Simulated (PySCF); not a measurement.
Consider C₁₀H₁₀S.

```
atom    x (Å)    y (Å)    z (Å)
   C   2.7265  -0.6684   0.6982
   C   2.8352  -1.0498  -0.5650
   S   1.8640  -0.1458  -1.7018
   C   1.0423   0.8066  -0.3382
   C  -0.4058   0.4236  -0.2670
   C  -1.3991   1.3658  -0.4981
   C  -2.7346   1.0110  -0.4217
   C  -3.0907  -0.2914  -0.1183
   C  -2.1055  -1.2387   0.1072
   C  -0.7717  -0.8841   0.0335
   C   1.8124   0.4895   0.9563
   H   3.2639  -1.1240   1.5125
   H   3.4479  -1.8367  -0.9626
   H   1.1347   1.8586  -0.6129
   H  -1.1246   2.3841  -0.7354
   H  -3.4977   1.7537  -0.6025
   H  -4.1328  -0.5688  -0.0606
   H  -2.3780  -2.2578   0.3396
   H  -0.0047  -1.6267   0.2016
   H   2.4012   1.3558   1.2737
   H   1.1084   0.2605   1.7608
```

Geometry: GFN2-xTB.

All numbers below come from PBE0/pcSseg-1, SCF density, gas phase, non-relativistic in PySCF 2.14.0.

### What can the converged electron density and electron localisation function tell about the bonding?

C–H (1.09 Å): the density is about 2 e/Å³ at the midpoint; the ELF climbs to about 1 towards the hydrogen, as it does in any bond to H (an ordinary covalent bond to hydrogen).
C–C (1.38 Å): ρ at the midpoint is about 2.1 e/Å³; the ELF peaks at about 0.95 between the atoms: localised, covalent bonding.
C–C (1.50 Å): ρ is about 1.7 e/Å³ halfway; the ELF peaks at about 0.95 between the atoms (a covalent bond).

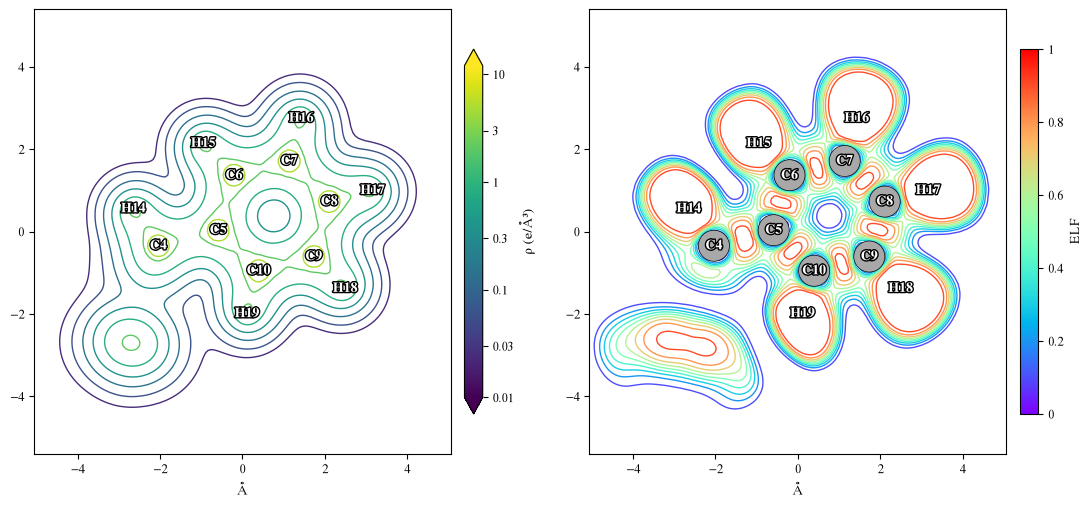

Computed electron density and electron localisation function on the plane of atoms C6, C7 and C8, in this order. Grey discs cover the atomic cores in the ELF map. 
